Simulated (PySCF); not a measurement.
# Geometry relaxation of AlH₂O

AlH₂O, multiplicity 2, SMILES [O][AlH2], computed with PBE0/def2-TZVP, UKS, dispersion D4 (PySCF 2.14.0).

The atoms were displaced at random from an optimised geometry.

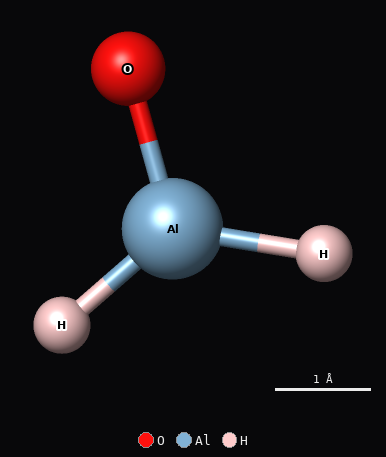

Fig. 1: The input geometry (ball-and-stick view, seen on its broad side). Sticks mark near contacts.

**The input (job.py)**
```python
# [O][AlH2]
from pyscf import gto, dft
from pyscf.geomopt.geometric_solver import kernel as optimise

molecule = gto.M(
    atom='start.xyz',
    verbose=3,
    spin=1,
    charge=0,
    basis='def2-tzvp',
    max_memory=1860,
)

myscf = dft.UKS(molecule)
myscf.xc = 'pbe0'
myscf = myscf.density_fit(auxbasis='def2-universal-jkfit')
myscf.grids.level = 4
myscf.disp = 'd4'
myscf.max_cycle = 100
myscf.conv_tol = 1e-09
converged, mol_eq = optimise(myscf, maxsteps=100)
print('converged:', converged)
print(mol_eq.tostring())

myscf.reset(mol_eq)
molecule = mol_eq
myscf.kernel()
energy = myscf.e_tot
print('E(%s) = %.9f' % ('PBE0', energy))
```

**File start.xyz**
```
4
AlH2O
O      0.052777    -0.821000     1.427847
Al     0.030420     0.047755    -0.088605
H     -1.169005    -0.388973    -1.101461
H      1.132086     1.131391    -0.254205
```

Run as:
```bash
OMP_NUM_THREADS=1 python job.py
```

**What the program printed**
```
#|     Arguments passed to driver run_optimizer():      |#
customengine              <pyscf.geomopt.geometric_solver.PySCFEngine object>
maxiter                   100
----------------------------------------------------------
Custom engine selected.
Bonds will be generated from interatomic distances less than 1.20 times sum of covalent radii
12 internal coordinates being used (instead of 12 Cartesians)
Internal coordinate system (atoms numbered from 1):
Distance 1-2
Distance 2-3
Distance 2-4
Angle 1-2-4
Angle 3-2-4
Out-of-Plane 2-1-3-4
Translation-X 1-4
Translation-Y 1-4
Translation-Z 1-4
Rotation-A 1-4
Rotation-B 1-4
Rotation-C 1-4
<class 'geometric.internal.Distance'> : 3
<class 'geometric.internal.Angle'> : 2
<class 'geometric.internal.OutOfPlane'> : 1
<class 'geometric.internal.TranslationX'> : 1
<class 'geometric.internal.TranslationY'> : 1
<class 'geometric.internal.TranslationZ'> : 1
<class 'geometric.internal.RotationA'> : 1
<class 'geometric.internal.RotationB'> : 1
<class 'geometric.internal.RotationC'> : 1
> ===== Optimization Info: ====
> Job type: Energy minimization
> Maximum number of optimization cycles: 100
> Initial / maximum trust radius (Angstrom): 0.100 / 0.300
> Convergence Criteria:
> Will converge when all 5 criteria are reached:
>  |Delta-E| < 1.00e-06
>  RMS-Grad  < 3.00e-04
>  Max-Grad  < 4.50e-04
>  RMS-Disp  < 1.20e-03
>  Max-Disp  < 1.80e-03
> === End Optimization Info ===

Geometry optimization cycle 1
Cartesian coordinates (Angstrom)
 Atom        New coordinates             dX        dY        dZ
   O   0.052777  -0.821000   1.427847    0.000000  0.000000  0.000000
  Al   0.030420   0.047755  -0.088605    0.000000  0.000000  0.000000
   H  -1.169005  -0.388973  -1.101461    0.000000  0.000000  0.000000
   H   1.132086   1.131391  -0.254205    0.000000  0.000000  0.000000

WARN: Mole.unit (angstrom) is changed to Bohr

WARN: HOMO -0.323574477431769 >= LUMO -0.323574477431762

converged SCF energy = -318.640479785806  <S^2> = 0.75466313  2S+1 = 2.0046577
--------------- DFUKS_Scanner gradients ---------------
         x                y                z
0 O    -0.0000465656    -0.0042499685     0.0078125497
1 Al     0.0139416262     0.0122798752    -0.0023460368
2 H    -0.0095123140    -0.0036241911    -0.0070397875
3 H    -0.0044012404    -0.0043944944     0.0015444663
----------------------------------------------
cycle 1: E = -318.640479786  dE = -318.64  norm(grad) = 0.0249803
Step    0 : Gradient = 1.249e-02/1.873e-02 (rms/max) Energy = -318.6404797858
Hessian Eigenvalues: 4.50000e-02 5.00000e-02 5.00000e-02 ... 1.60000e-01 1.60000e-01 3.06997e-01

Geometry optimization cycle 2
Cartesian coordinates (Angstrom)
 Atom        New coordinates             dX        dY        dZ
   O   0.048506  -0.826232   1.414434   -0.004271 -0.005232 -0.013413
  Al   0.000895   0.049378  -0.079727   -0.029525  0.001623  0.008878
   H  -1.136440  -0.384146  -1.081112    0.032565  0.004827  0.020349
   H   1.134099   1.129698  -0.268799    0.002013 -0.001693 -0.014594
converged SCF energy = -318.641405064529  <S^2> = 0.75463803  2S+1 = 2.0046327
--------------- DFUKS_Scanner gradients ---------------
         x                y                z
0 O     0.0002963941    -0.0014362726     0.0016747009
1 Al    -0.0012261535     0.0026824593    -0.0022111990
2 H     0.0006503605    -0.0005140242     0.0003856645
3 H     0.0002459485    -0.0007256682     0.0001331582
----------------------------------------------
cycle 2: E = -318.641405065  dE = -0.000925279  norm(grad) = 0.00447041
Step    1 : Displace = 2.691e-02/3.842e-02 (rms/max) Trust = 1.000e-01 (=) Grad = 2.235e-03/3.686e-03 (rms/max) E (change) = -318.6414050645 (-9.253e-04) Quality = 0.992
Hessian Eigenvalues: 4.74908e-02 4.99981e-02 5.00000e-02 ... 1.59964e-01 1.61056e-01 2.90185e-01

Geometry optimization cycle 3
Cartesian coordinates (Angstrom)
 Atom        New coordinates             dX        dY        dZ
   O   0.044825  -0.817524   1.418718   -0.003682  0.008707  0.004283
  Al   0.021110   0.019612  -0.091922    0.020215 -0.029766 -0.012195
   H  -1.141452  -0.372200  -1.076619   -0.005012  0.011947  0.004493
   H   1.124032   1.138495  -0.264530   -0.010066  0.008797  0.004269
converged SCF energy = -318.641373534078  <S^2> = 0.75465227  2S+1 = 2.0046469
--------------- DFUKS_Scanner gradients ---------------
         x                y                z
0 O    -0.0003805856     0.0006093304     0.0002012838
1 Al     0.0000308075    -0.0024369157    -0.0020698742
2 H     0.0004770185     0.0009182594     0.0013369115
3 H    -0.0001447752     0.0009156975     0.0005036294
----------------------------------------------
cycle 3: E = -318.641373534  dE = 3.15305e-05  norm(grad) = 0.0038408
Step    2 : Displace = 2.199e-02/3.783e-02 (rms/max) Trust = 1.414e-01 (+) Grad = 1.920e-03/3.197e-03 (rms/max) E (change) = -318.6413735341 (+3.153e-05) Quality = -0.328
Hessian Eigenvalues: 4.99762e-02 4.99999e-02 5.00000e-02 ... 1.54400e-01 1.60583e-01 2.78029e-01

Geometry optimization cycle 4
Cartesian coordinates (Angstrom)
 Atom        New coordinates             dX        dY        dZ
   O   0.049791  -0.820736   1.418714    0.004967 -0.003212 -0.000003
  Al   0.010809   0.032306  -0.083150   -0.010301  0.012694  0.008772
   H  -1.139584  -0.376471  -1.082608    0.001868 -0.004271 -0.005989
   H   1.127815   1.133187  -0.266882    0.003782 -0.005308 -0.002351
converged SCF energy = -318.641452257316  <S^2> = 0.75465072  2S+1 = 2.0046453
--------------- DFUKS_Scanner gradients ---------------
         x                y                z
0 O     0.0000117713     0.0001155482     0.0001804302
1 Al    -0.0000932322    -0.0004037880    -0.0005966381
2 H     0.0000069765     0.0001411366     0.0001788434
3 H     0.0000464327     0.0001545647     0.0002155283
----------------------------------------------
cycle 4: E = -318.641452257  dE = -7.87232e-05  norm(grad) = 0.00083559
Step    3 : Displace = 1.101e-02/1.857e-02 (rms/max) Trust = 1.099e-02 (-) Grad = 4.178e-04/7.264e-04 (rms/max) E (change) = -318.6414522573 (-7.872e-05) Quality = 1.011
Hessian Eigenvalues: 4.99629e-02 4.99998e-02 5.00000e-02 ... 1.52287e-01 1.64350e-01 2.78362e-01

Geometry optimization cycle 5
Cartesian coordinates (Angstrom)
 Atom        New coordinates             dX        dY        dZ
   O   0.049799  -0.822615   1.417995    0.000008 -0.001879 -0.000719
  Al   0.009674   0.035798  -0.080541   -0.001135  0.003492  0.002609
   H  -1.138253  -0.378153  -1.081667    0.001330 -0.001682  0.000941
   H   1.128978   1.132905  -0.268740    0.001164 -0.000282 -0.001858
converged SCF energy = -318.641455995434  <S^2> = 0.75465105  2S+1 = 2.0046457
--------------- DFUKS_Scanner gradients ---------------
         x                y                z
0 O     0.0000294177     0.0000236969     0.0000246821
1 Al    -0.0001097386     0.0000461939    -0.0001904976
2 H    -0.0000025572    -0.0000345884     0.0000372841
3 H     0.0000536865    -0.0000274997     0.0001071033
----------------------------------------------
cycle 5: E = -318.641455995  dE = -3.73812e-06  norm(grad) = 0.000264961
Step    4 : Displace = 2.894e-03/4.534e-03 (rms/max) Trust = 1.555e-02 (+) Grad = 1.325e-04/2.246e-04 (rms/max) E (change) = -318.6414559954 (-3.738e-06) Quality = 1.085
Hessian Eigenvalues: 4.86948e-02 5.00000e-02 5.00000e-02 ... 1.57224e-01 1.70018e-01 2.78810e-01

Geometry optimization cycle 6
Cartesian coordinates (Angstrom)
 Atom        New coordinates             dX        dY        dZ
   O   0.050238  -0.823209   1.418469    0.000439 -0.000594  0.000474
  Al   0.010210   0.035788  -0.079629    0.000536 -0.000010  0.000912
   H  -1.137654  -0.378198  -1.081057    0.000599 -0.000044  0.000610
   H   1.128876   1.133160  -0.269652   -0.000102  0.000255 -0.000912
converged SCF energy = -318.641456403474  <S^2> = 0.75465147  2S+1 = 2.0046461
--------------- DFUKS_Scanner gradients ---------------
         x                y                z
0 O     0.0000143076     0.0000240351    -0.0000144689
1 Al    -0.0000628449     0.0000456649    -0.0000629677
2 H    -0.0000126173    -0.0000315185    -0.0000033914
3 H     0.0000319641    -0.0000302904     0.0000593099
----------------------------------------------
cycle 6: E = -318.641456403  dE = -4.0804e-07  norm(grad) = 0.000132712
```

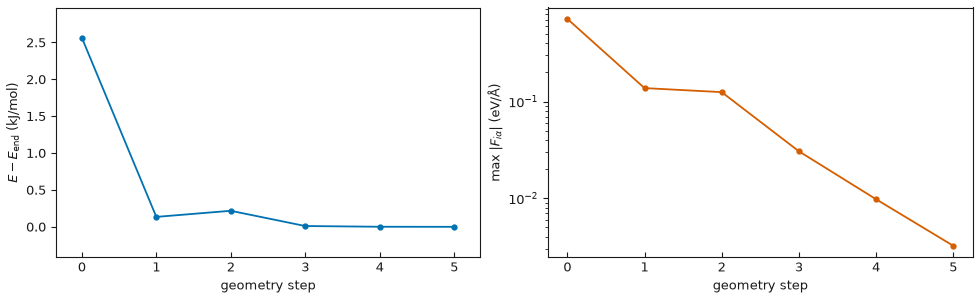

Fig. 2: Progress of the relaxation, step by step (steps are counted from 0).

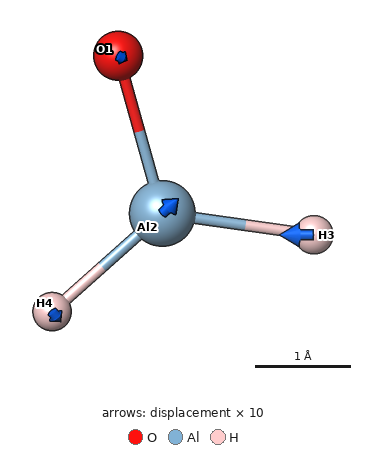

Fig. 3: The starting structure with the displacements as blue arrows, magnified 10 times (ball-and-stick view, seen on its broad side). The two geometries are laid on each other by the best rigid fit. H3 moves most after the best rigid fit: 0.038 Å. By element the largest moves are H 0.038 Å, Al 0.026 Å, O 0.012 Å. Distances before and after: Al2–H3 1.629 → 1.579 Å, Al2–H4 1.554 → 1.579 Å, O1–Al2 1.748 → 1.727 Å. The energy falls by 2.56 kJ/mol in 5 geometry steps. The largest force component goes from 0.72 to 0.0032 eV/Å. (Atoms are counted from 1 in the order of the input.)

```
Step    5 : Displace = 7.191e-04/9.184e-04 (rms/max) Trust = 2.199e-02 (+) Grad = 6.636e-05/1.000e-04 (rms/max) E (change) = -318.6414564035 (-4.080e-07) Quality = 1.394
Hessian Eigenvalues: 4.86948e-02 5.00000e-02 5.00000e-02 ... 1.57224e-01 1.70018e-01 2.78810e-01
Converged! =D

converged: True
O           0.05023818       -0.82320879        1.41846884
Al          0.01021012        0.03578844       -0.07962903
H          -1.13765439       -0.37819761       -1.08105712
H           1.12887629        1.13316033       -0.26965243

WARN: HOMO -0.325263301312845 >= LUMO -0.325263301312845

converged SCF energy = -318.641456403463  <S^2> = 0.75465143  2S+1 = 2.004646
E(PBE0) = -318.641456403
```

**Trajectory as extended XYZ (Å, eV, eV/Å), 6 frames, from step=0 to step=5**
```
4
Properties=species:S:1:pos:R:3:forces:R:3 step=0 energy=-8670.64917
O     0.0528   -0.8210    1.4278    0.0024   0.2185  -0.4017
Al    0.0304    0.0478   -0.0886   -0.7169  -0.6315   0.1206
H    -1.1690   -0.3890   -1.1015    0.4891   0.1864   0.3620
H     1.1321    1.1314   -0.2542    0.2263   0.2260  -0.0794
4
Properties=species:S:1:pos:R:3:forces:R:3 step=1 energy=-8670.67435
O     0.0485   -0.8262    1.4144   -0.0152   0.0739  -0.0861
Al    0.0009    0.0494   -0.0797    0.0631  -0.1379   0.1137
H    -1.1364   -0.3841   -1.0811   -0.0334   0.0264  -0.0198
H     1.1341    1.1297   -0.2688   -0.0126   0.0373  -0.0068
4
Properties=species:S:1:pos:R:3:forces:R:3 step=2 energy=-8670.67349
O     0.0448   -0.8175    1.4187    0.0196  -0.0313  -0.0103
Al    0.0211    0.0196   -0.0919   -0.0016   0.1253   0.1064
H    -1.1415   -0.3722   -1.0766   -0.0245  -0.0472  -0.0687
H     1.1240    1.1385   -0.2645    0.0074  -0.0471  -0.0259
4
Properties=species:S:1:pos:R:3:forces:R:3 step=3 energy=-8670.67563
O     0.0498   -0.8207    1.4187   -0.0006  -0.0059  -0.0093
Al    0.0108    0.0323   -0.0832    0.0048   0.0208   0.0307
H    -1.1396   -0.3765   -1.0826   -0.0004  -0.0073  -0.0092
H     1.1278    1.1332   -0.2669   -0.0024  -0.0079  -0.0111
4
Properties=species:S:1:pos:R:3:forces:R:3 step=4 energy=-8670.67573
O     0.0498   -0.8226    1.4180   -0.0015  -0.0012  -0.0013
Al    0.0097    0.0358   -0.0805    0.0056  -0.0024   0.0098
H    -1.1383   -0.3782   -1.0817    0.0001   0.0018  -0.0019
H     1.1290    1.1329   -0.2687   -0.0028   0.0014  -0.0055
4
Properties=species:S:1:pos:R:3:forces:R:3 step=5 energy=-8670.67574
O     0.0502   -0.8232    1.4185   -0.0007  -0.0012   0.0007
Al    0.0102    0.0358   -0.0796    0.0032  -0.0023   0.0032
H    -1.1377   -0.3782   -1.0811    0.0006   0.0016   0.0002
H     1.1289    1.1332   -0.2697   -0.0016   0.0016  -0.0031
```

**Results in brief**

```csv
quantity,value
outcome,converged
total energy,−318.641456 hartree
dispersion energy,−0.001113 hartree
basis functions,80
⟨S²⟩,0.755
dipole moment,1.74 D
hardware,"1 thread of Arm Neoverse V2, 24 GiB of memory available, shared host"
wall time,58 s
peak memory,0.78 GiB
```
